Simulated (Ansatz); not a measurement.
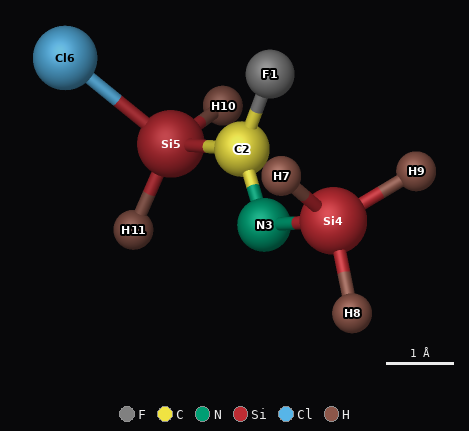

**Figure 1.** The structure as given in the input (ball-and-stick view, seen at a tilt; atoms are numbered from 1 in the order of the input).

CH5ClFNSi2: geometry relaxation

The run: geometry relaxation of CH5ClFNSi2. Method and program: RKS PBE-D4/6-31G (Ansatz 0.2.0).

It belongs to a series of runs on one base structure; here: end point A relaxed. Figures and captions count atoms from 1; the log counts them from 0 in places.

### Log
```
The last accepted step is kept in [file] (removed where the run ends without a failure and the disk answers)
Engine: ansatz 0.2.0, x86_64-unknown-linux-gnu
Functional definition: PBE
  parameter kappa = 0.804
  parameter beta = 0.06672455060314922
  exchange = pbe_x(kappa = kappa, mu = beta*pi^2/3)
  correlation = pbe_c(beta = beta)
992 factors; integrals over basis functions are off by at most 1.6e-4 eV
mean field evaluation 1: about -33571.5775 eV, gradient 5.8e1 eV
mean field evaluation 2: about -33508.5261 eV, gradient 1.4e2 eV
mean field evaluation 4: about -33578.6304 eV, gradient 1.5e1 eV
mean field evaluation 8: about -33579.1114 eV, gradient 3.9e-1 eV
mean field evaluation 16: about -33579.1056 eV, gradient 6.2e-5 eV
mean field -33579.10559808 eV, -1234.0093699942 hartree, gradient 6.2e-5 eV, S^2 0.000000; 0 other end points of the search recorded, 0 dependent functions left out
the calculation of the forces begins
reference -33579.10564221 eV, -1234.0093716158 hartree; 36, 36 occupied and 40, 40 virtual orbitals, 992 factors
relax step   1: F+E_penalty+E_count = -33579.39921977 eV  Δ(F+E_penalty+E_count) = +0.000e0 eV  max|allowed force component| = 4.025e0 eV/Å  Δτ_max = 0.0000 Å  (27 SCF iters, accepted)
these checks for a lower state are left out or cut short: starts, cluster_reference, orbital_swaps, neighbouring_geometries, increment
992 factors; integrals over basis functions are off by at most 1.7e-4 eV
mean field -33579.74293779 eV, -1234.0327917964 hartree, gradient 2.1e-5 eV, S^2 0.000000; 0 other end points of the search recorded, 0 dependent functions left out
the calculation of the forces begins
reference -33579.74298267 eV, -1234.0327934459 hartree; 36, 36 occupied and 40, 40 virtual orbitals, 992 factors
relax step   2: F+E_penalty+E_count = -33580.02943946 eV  Δ(F+E_penalty+E_count) = -6.302e-1 eV  max|allowed force component| = 2.472e0 eV/Å  Δτ_max = 0.1482 Å  (29 SCF iters, accepted)
these checks for a lower state are left out or cut short: starts, cluster_reference, orbital_swaps, neighbouring_geometries, increment
992 factors; integrals over basis functions are off by at most 1.7e-4 eV
mean field -33579.92923737 eV, -1234.0396381798 hartree, gradient 1.7e-5 eV, S^2 0.000000; 0 other end points of the search recorded, 0 dependent functions left out
the calculation of the forces begins
reference -33579.92928314 eV, -1234.0396398618 hartree; 36, 36 occupied and 40, 40 virtual orbitals, 992 factors
relax step   3: F+E_penalty+E_count = -33580.21161411 eV  Δ(F+E_penalty+E_count) = -1.822e-1 eV  max|allowed force component| = 8.571e-1 eV/Å  Δτ_max = 0.1287 Å  (30 SCF iters, accepted)
these checks for a lower state are left out or cut short: starts, cluster_reference, orbital_swaps, neighbouring_geometries, increment
992 factors; integrals over basis functions are off by at most 1.7e-4 eV
mean field evaluation 32: about -33579.9346 eV, gradient 2.2e0 eV
mean field -33579.95078840 eV, -1234.0404301657 hartree, gradient 1.3e-5 eV, S^2 0.000000; 0 other end points of the search recorded, 0 dependent functions left out
the calculation of the forces begins
reference -33579.95083426 eV, -1234.0404318510 hartree; 36, 36 occupied and 40, 40 virtual orbitals, 992 factors
relax step   4: F+E_penalty+E_count = -33580.23171672 eV  Δ(F+E_penalty+E_count) = -2.010e-2 eV  max|allowed force component| = 2.013e-1 eV/Å  Δτ_max = 0.0396 Å  (29 SCF iters, accepted)
these checks for a lower state are left out or cut short: starts, cluster_reference, orbital_swaps, neighbouring_geometries, increment
992 factors; integrals over basis functions are off by at most 1.7e-4 eV
mean field -33579.94455941 eV, -1234.0402012544 hartree, gradient 1.6e-5 eV, S^2 0.000000; 0 other end points of the search recorded, 0 dependent functions left out
the calculation of the forces begins
reference -33579.94460546 eV, -1234.0402029469 hartree; 36, 36 occupied and 40, 40 virtual orbitals, 992 factors
relax step   5: F+E_penalty+E_count = -33580.22409646 eV  Δ(F+E_penalty+E_count) = +7.620e-3 eV  max|allowed force component| = 4.466e-1 eV/Å  Δτ_max = 0.0660 Å  (28 SCF iters, rejected (line search))
these checks for a lower state are left out or cut short: starts, cluster_reference, orbital_swaps, neighbouring_geometries, increment
992 factors; integrals over basis functions are off by at most 1.7e-4 eV
mean field -33579.95625917 eV, -1234.0406312126 hartree, gradient 1.3e-5 eV, S^2 0.000000; 0 other end points of the search recorded, 0 dependent functions left out
the calculation of the forces begins
reference -33579.95630513 eV, -1234.0406329015 hartree; 36, 36 occupied and 40, 40 virtual orbitals, 992 factors
relax step   6: F+E_penalty+E_count = -33580.23682259 eV  Δ(F+E_penalty+E_count) = -5.106e-3 eV  max|allowed force component| = 6.261e-2 eV/Å  Δτ_max = 0.0327 Å  (29 SCF iters, accepted)
these checks for a lower state are left out or cut short: starts, cluster_reference, orbital_swaps, neighbouring_geometries, increment
992 factors; integrals over basis functions are off by at most 1.7e-4 eV
mean field -33579.95692942 eV, -1234.0406558438 hartree, gradient 1.2e-5 eV, S^2 0.000000; 0 other end points of the search recorded, 0 dependent functions left out
the calculation of the forces begins
reference -33579.95697541 eV, -1234.0406575340 hartree; 36, 36 occupied and 40, 40 virtual orbitals, 992 factors
relax step   7: F+E_penalty+E_count = -33580.23751411 eV  Δ(F+E_penalty+E_count) = -6.915e-4 eV  max|allowed force component| = 4.611e-2 eV/Å  Δτ_max = 0.0354 Å  (29 SCF iters, accepted)
these checks for a lower state are left out or cut short: starts, cluster_reference, orbital_swaps, neighbouring_geometries, increment
992 factors; integrals over basis functions are off by at most 1.7e-4 eV
mean field evaluation 64: about -33579.9572 eV, gradient 2.6e-5 eV
mean field -33579.95717350 eV, -1234.0406648138 hartree, gradient 2.6e-5 eV, S^2 0.000000; 0 other end points of the search recorded, 0 dependent functions left out
the calculation of the forces begins
reference -33579.95721948 eV, -1234.0406665034 hartree; 36, 36 occupied and 40, 40 virtual orbitals, 992 factors
relax step   8: F+E_penalty+E_count = -33580.23778706 eV  Δ(F+E_penalty+E_count) = -2.729e-4 eV  max|allowed force component| = 1.470e-2 eV/Å  Δτ_max = 0.0045 Å  (23 SCF iters, accepted)
```

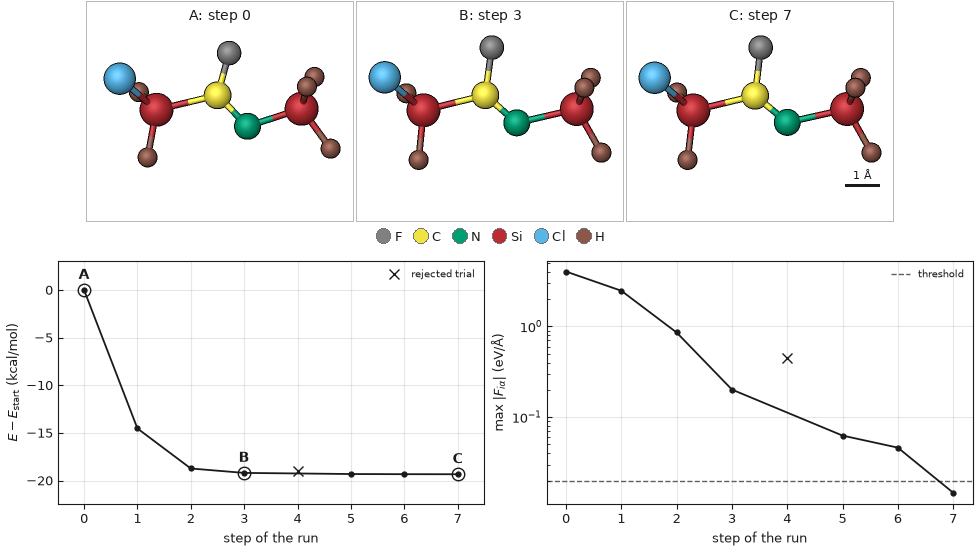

**Figure 2.** Frames of the relaxation (ball-and-stick view, seen at a tilt) above the curves, on which the letters mark them (the first geometry is step 0 here and step 1 in the log).

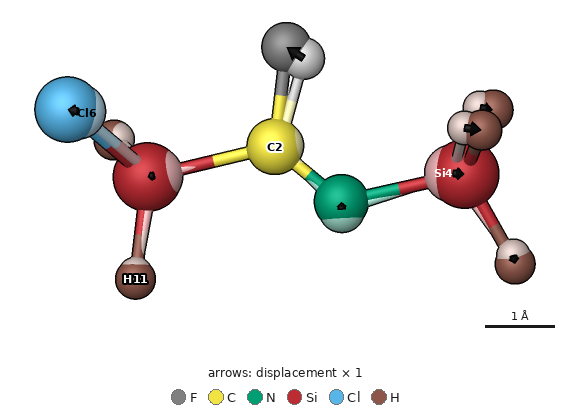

**Figure 3.** Start (faint) and end (solid) with the displacements as black arrows, at true length (ball-and-stick view, seen at a tilt). The two geometries are laid on each other by the best rigid fit. The energy falls by 19.3 kcal/mol in 7 geometry steps. The largest force component goes from 4 to 0.015 eV/Å. The line search rejected the trial step at point 4 (counted from 0) and went back. F1 moves most after the best rigid fit: 0.30 Å. Largest moves by element: F 0.30 Å, H 0.26 Å, Si 0.17 Å, Cl 0.17 Å, N 0.12 Å, C 0.08 Å. Distances before and after: F1–C2 1.317 → 1.459 Å, N3–Si4 1.709 → 1.844 Å, Si5–Cl6 2.071 → 2.190 Å, Si5–H11 1.459 → 1.503 Å. Among the angles that change: C2–N3–Si4 116.1° → 127.7°, F1–C2–Si5 118.8° → 110.4°, N3–C2–Si5 120.5° → 126.7°. (Atoms are counted from 1 in the order of the input.)

```
992 factors; integrals over basis functions are off by at most 1.7e-4 eV
mean field -33579.95717350 eV, -1234.0406648138 hartree, gradient 2.6e-5 eV, S^2 0.000000; 1 other end points of the search recorded, 0 dependent functions left out
the calculation of the forces begins
reference -33579.95721948 eV, -1234.0406665034 hartree; 36, 36 occupied and 40, 40 virtual orbitals, 992 factors
Total energy: -33580.23783303 eV, -1234.0509788613 hartree
Atom 0 at     0.106177     1.501245     0.747242 Å, force    -0.001638    -0.014697    -0.002526 eV/Å
Atom 1 at     0.161122     0.379123    -0.183332 Å, force     0.007269     0.014703     0.000693 eV/Å
Atom 2 at    -0.159648    -0.792189     0.140253 Å, force    -0.009754     0.009189     0.006390 eV/Å
Atom 3 at    -0.760840    -1.383018     1.779947 Å, force     0.004536    -0.000620    -0.004789 eV/Å
Atom 4 at     0.841348     0.953549    -1.881747 Å, force     0.002687    -0.001584     0.002860 eV/Å
Atom 5 at    -0.304240     2.689815    -2.565252 Å, force    -0.005145     0.003090    -0.004941 eV/Å
Atom 6 at    -2.085662    -0.723423     2.082557 Å, force    -0.000968    -0.001465     0.001627 eV/Å
Atom 7 at    -0.927161    -2.873034     1.653685 Å, force    -0.000800    -0.002058    -0.001640 eV/Å
Atom 8 at     0.253913    -1.053088     2.850527 Å, force    -0.000050    -0.001411     0.001636 eV/Å
Atom 9 at     2.272530     1.395317    -1.717889 Å, force     0.003255    -0.000457    -0.002438 eV/Å
Atom 10 at     0.667962    -0.151397    -2.885390 Å, force     0.000607    -0.004690     0.003127 eV/Å
Dipole moment:     0.225240    -0.536930     0.242315 e Å
```

### Trajectory as extended XYZ (Å, eV, eV/Å), 8 frames, from step=1 to step=8
```
11
Properties=species:S:1:pos:R:3:forces:R:3 step=1 energy=-33579.39922
F     0.0181    1.2329    0.8543   -0.1211   3.2644   2.7427
C     0.1297    0.3519   -0.1185    0.0364  -4.0254  -2.9637
N    -0.1725   -0.8906    0.0791    1.5348   2.0144  -3.0678
Si   -0.6648   -1.3008    1.6632   -2.1403  -1.2719   2.7360
Si    0.7874    0.9270   -1.8008    1.1497  -0.6576   0.5835
Cl   -0.2883    2.5744   -2.4470   -1.1880   1.7733  -0.6309
H    -1.9746   -0.5709    1.9049    0.0077  -0.0561   0.1608
H    -0.9440   -2.7546    1.6941    0.0063  -0.4618   0.0754
H     0.2915   -0.9244    2.7111    0.6028   0.1793   0.5504
H     2.2058    1.3884   -1.6792    0.2497  -0.0150   0.1705
H     0.6772   -0.0904   -2.8406   -0.1380  -0.7437  -0.3570
11
Properties=species:S:1:pos:R:3:forces:R:3 step=2 energy=-33580.02944
F     0.0713    1.3401    0.8188   -0.0971   1.6124   1.2293
C     0.1771    0.3756   -0.1501   -0.1780  -2.4725  -1.2060
N    -0.1061   -0.8564    0.0852    0.6145   1.4614  -1.3654
Si   -0.7174   -1.3356    1.6838   -0.7973  -0.6286   1.4906
Si    0.8049    0.9577   -1.8533    0.3157   0.0344   0.0944
Cl   -0.3531    2.6937   -2.5063    0.0137   0.0009  -0.0283
H    -2.0305   -0.6268    1.9671    0.0582  -0.0452  -0.0587
H    -0.9419   -2.8183    1.7038    0.0055  -0.0995  -0.1049
H     0.2529   -0.9807    2.7713    0.1902   0.0524   0.1583
H     2.2470    1.3659   -1.6800   -0.0112   0.1210  -0.0794
H     0.6613   -0.1723   -2.8197   -0.1141  -0.0366  -0.1300
11
Properties=species:S:1:pos:R:3:forces:R:3 step=3 energy=-33580.21161
F     0.0408    1.4583    0.7780    0.0111   0.3129   0.1839
C     0.1622    0.3918   -0.1675   -0.0015  -0.8571  -0.2629
N    -0.1298   -0.8134    0.1075    0.1801   0.5178  -0.0790
Si   -0.7429   -1.3750    1.7517   -0.1205  -0.1276   0.3019
Si    0.8590    0.9432   -1.8696   -0.1558   0.2017  -0.0697
Cl   -0.3014    2.6945   -2.5367    0.0654  -0.0901   0.0109
H    -2.0598   -0.6863    2.0349    0.0124  -0.0255   0.0059
H    -0.9447   -2.8710    1.6846    0.0439   0.1043  -0.0745
H     0.2589   -1.0424    2.8448   -0.0469  -0.0127  -0.1180
H     2.2919    1.4134   -1.7434   -0.0788  -0.1120   0.0042
H     0.6313   -0.1703   -2.8637    0.0906   0.0884   0.0973
11
Properties=species:S:1:pos:R:3:forces:R:3 step=4 energy=-33580.23172
F     0.0636    1.4887    0.7667    0.0045   0.0469   0.0406
C     0.1776    0.3849   -0.1660    0.0031  -0.0682  -0.2006
N    -0.1139   -0.8041    0.1298   -0.1092   0.0200   0.2013
Si   -0.7597   -1.3780    1.7731    0.1331  -0.0522  -0.0654
Si    0.8432    0.9545   -1.8753   -0.0268   0.0697  -0.0010
Cl   -0.3093    2.7007   -2.5560    0.0690  -0.1062   0.0374
H    -2.0826   -0.7052    2.0554    0.0073   0.0011  -0.0065
H    -0.9345   -2.8712    1.6498    0.0005   0.0631   0.0072
H     0.2533   -1.0496    2.8510   -0.0578  -0.0203  -0.0270
H     2.2827    1.3870   -1.7465   -0.0244   0.0060   0.0003
H     0.6451   -0.1648   -2.8614    0.0006   0.0400   0.0136
11
Properties=species:S:1:pos:R:3:forces:R:3 step=5 energy=-33580.22410 accepted=F
F     0.0908    1.4618    0.7509   -0.0244   0.2623  -0.0536
C     0.1499    0.3612   -0.1999    0.0375  -0.4204   0.4466
N    -0.1411   -0.8143    0.1547   -0.0350   0.2595  -0.4357
Si   -0.7645   -1.3861    1.7924    0.1218   0.0369  -0.0109
Si    0.8429    0.9650   -1.8873   -0.0907  -0.0435  -0.0396
Cl   -0.2917    2.7122   -2.5765    0.0195  -0.0491   0.0500
H    -2.0865   -0.7152    2.0868    0.0065  -0.0107  -0.0184
H    -0.9330   -2.8784    1.6755   -0.0018   0.0307   0.0165
H     0.2520   -1.0386    2.8588   -0.0358  -0.0411   0.0015
H     2.2757    1.3996   -1.7282    0.0060   0.0054   0.0498
H     0.6710   -0.1243   -2.9066   -0.0037  -0.0299  -0.0061
11
Properties=species:S:1:pos:R:3:forces:R:3 step=6 energy=-33580.23682
F     0.0727    1.4925    0.7479    0.0313   0.0250  -0.0173
C     0.1641    0.3755   -0.1840   -0.0626  -0.0313   0.0408
N    -0.1444   -0.8009    0.1380    0.0247   0.0191   0.0152
Si   -0.7558   -1.3826    1.7821    0.0026   0.0145  -0.0614
Si    0.8433    0.9568   -1.8818   -0.0179  -0.0018   0.0130
Cl   -0.2990    2.6994   -2.5613    0.0141  -0.0215   0.0109
H    -2.0778   -0.7125    2.0741   -0.0027  -0.0066   0.0081
H    -0.9311   -2.8720    1.6590    0.0026   0.0023   0.0005
H     0.2548   -1.0548    2.8573    0.0045   0.0004  -0.0069
H     2.2783    1.3882   -1.7267    0.0043   0.0105   0.0066
H     0.6604   -0.1469   -2.8840   -0.0008  -0.0105  -0.0095
11
Properties=species:S:1:pos:R:3:forces:R:3 step=7 energy=-33580.23751
F     0.1073    1.4996    0.7458   -0.0167  -0.0185  -0.0090
C     0.1585    0.3775   -0.1859    0.0461   0.0099   0.0194
N    -0.1562   -0.7950    0.1400   -0.0385   0.0181   0.0080
Si   -0.7601   -1.3829    1.7810    0.0139   0.0033  -0.0193
Si    0.8401    0.9537   -1.8834   -0.0064   0.0034   0.0168
Cl   -0.3033    2.6931   -2.5629   -0.0052  -0.0043  -0.0088
H    -2.0851   -0.7224    2.0801   -0.0007   0.0010   0.0014
H    -0.9280   -2.8727    1.6561    0.0010  -0.0048  -0.0011
H     0.2531   -1.0523    2.8526    0.0009  -0.0016   0.0029
H     2.2705    1.3961   -1.7167    0.0083  -0.0023  -0.0026
H     0.6685   -0.1518   -2.8861   -0.0027  -0.0042  -0.0078
11
Properties=species:S:1:pos:R:3:forces:R:3 step=8 energy=-33580.23779
F     0.1062    1.5012    0.7472   -0.0016  -0.0147  -0.0025
C     0.1611    0.3791   -0.1833    0.0073   0.0147   0.0007
N    -0.1596   -0.7922    0.1403   -0.0098   0.0092   0.0064
Si   -0.7608   -1.3830    1.7799    0.0045  -0.0006  -0.0048
Si    0.8413    0.9535   -1.8817    0.0027  -0.0016   0.0029
Cl   -0.3042    2.6898   -2.5653   -0.0051   0.0031  -0.0049
H    -2.0857   -0.7234    2.0826   -0.0010  -0.0015   0.0016
H    -0.9272   -2.8730    1.6537   -0.0008  -0.0021  -0.0016
H     0.2539   -1.0531    2.8505   -0.0001  -0.0014   0.0016
H     2.2725    1.3953   -1.7179    0.0033  -0.0005  -0.0024
H     0.6680   -0.1514   -2.8854    0.0006  -0.0047   0.0031
```

The run was set up as follows.

### Input
```yaml
crystal:
  periodic: [false, false, false]
  atoms:
    - { symbol: F, position_ang: [0.0181, 1.2329, 0.8543] }
    - { symbol: C, position_ang: [0.1297, 0.3519, -0.1185] }
    - { symbol: "N", position_ang: [-0.1725, -0.8906, 0.0791] }
    - { symbol: Si, position_ang: [-0.6648, -1.3008, 1.6632] }
    - { symbol: Si, position_ang: [0.7874, 0.927, -1.8008] }
    - { symbol: Cl, position_ang: [-0.2883, 2.5744, -2.447] }
    - { symbol: H, position_ang: [-1.9746, -0.5709, 1.9049] }
    - { symbol: H, position_ang: [-0.944, -2.7546, 1.6941] }
    - { symbol: H, position_ang: [0.2915, -0.9244, 2.7111] }
    - { symbol: H, position_ang: [2.2058, 1.3884, -1.6792] }
    - { symbol: H, position_ang: [0.6772, -0.0904, -2.8406] }
basis:
  gaussian: { orbitals: "6-31G" }
hamiltonian:
  xc: pbe
  dispersion: d4
relax:
  f_tol: 0.02
  max_steps: 50
```

Launch command:
```bash
ansatz run input.yaml --threads 1 --pin off --max-ram 2048MiB --backend cpu --events-out ev --progress --plain --runs-dir out
```

### Results in brief

```tsv
quantity	value
outcome	converged
total energy	−33580.2378 eV
mean-field energy	−33579.9572 eV
largest force (length of the vector) at the end	0.016 eV/Å
hardware	1 thread of Intel Xeon @ 2.70GHz, 189 GiB of memory available, shared host
wall time	73 s
peak memory	0.21 GiB
```
